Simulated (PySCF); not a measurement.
# C$_{3}$H$_{6}$F$_{2}$Ge: what the fields show

Input

```
{"job": {"kind": "uv", "xc": "CAM-B3LYP", "basis": "def2-SVPD", "nstates": 8, "ntriplets": 3}, "charge": 0, "multiplicity": 1}
F      0.048886     2.292072     0.521645
C      0.154266     1.171217    -0.270349
C     -1.060957     0.241860    -0.148547
C     -0.385540    -1.136142    -0.160395
F     -0.960363    -2.017243     0.727327
Ge     1.371837    -0.303869     0.365287
H      0.318819     1.529998    -1.289982
H     -1.822238     0.384579    -0.915113
H     -1.519739     0.394215     0.829607
H     -0.417794    -1.622022    -1.139057
H      1.635834    -0.296736     1.842349
H      2.638187    -0.638615    -0.388799
```

Command:

```sh
OMP_NUM_THREADS=1 python probes_run.py task.json out
```

Geometry: GFN2-xTB.

These are results of CAM-B3LYP/def2-SVPD, SCF density, gas phase (PySCF 2.14.0), not measurements.

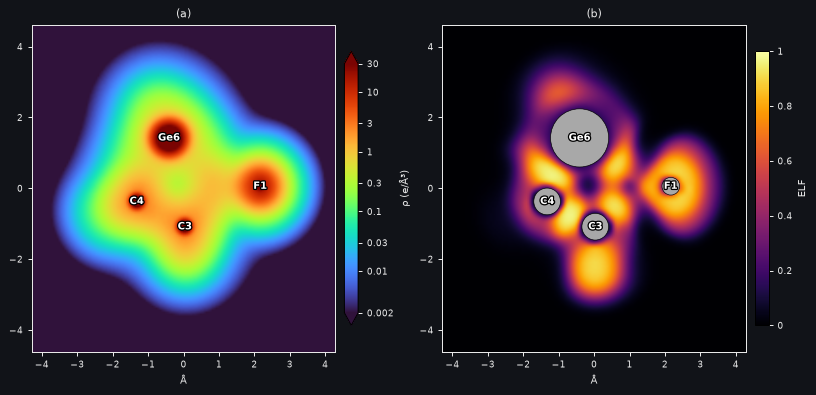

Figure 1. (a) total electron density; (b) ELF on the plane of atoms C3, C4 and Ge6. Grey discs cover the atomic cores in the ELF map.

Q: What does the map show?

A:
- Atoms in the plane: F, C and Ge.
- C–C (1.53 Å): ρ is about 1.7 e/Å³ halfway; the ELF peaks at about 0.95 between the atoms; a covalent bond.
- C–Ge (2.01 Å): ρ is about 0.82 e/Å³ halfway; the ELF peaks at about 0.95 in the valence shell of C, 0.7 Å from its nucleus, and is about 0.70 at the midpoint.
- The ELF also peaks beside F1, away from the bonds: lone-pair regions.

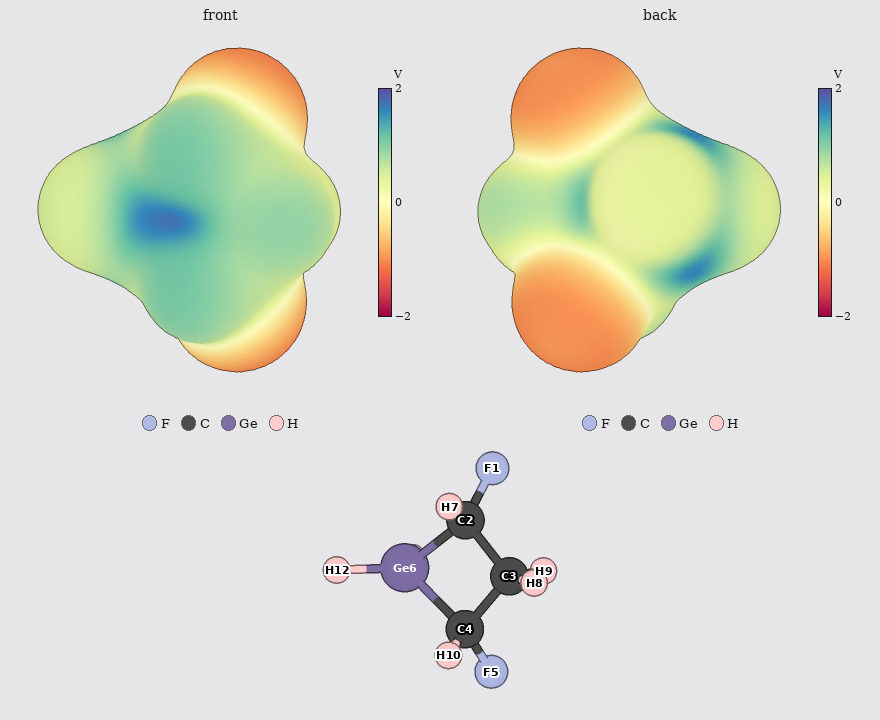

Figure 2. The molecular electrostatic potential painted on the density surface at 0.002 e/bohr³, seen from the front and from behind; red is negative and blue positive. The bare structure is drawn below in the same view.

Q: Which sites attract a positive test charge, and which a negative one?

A: A positive charge is drawn to the negative regions and a negative charge to the positive ones. The most negative region (about −1.0 V) lies over F1 and F5, the most positive (about +1.7 V) over C2, C4 and Ge6.
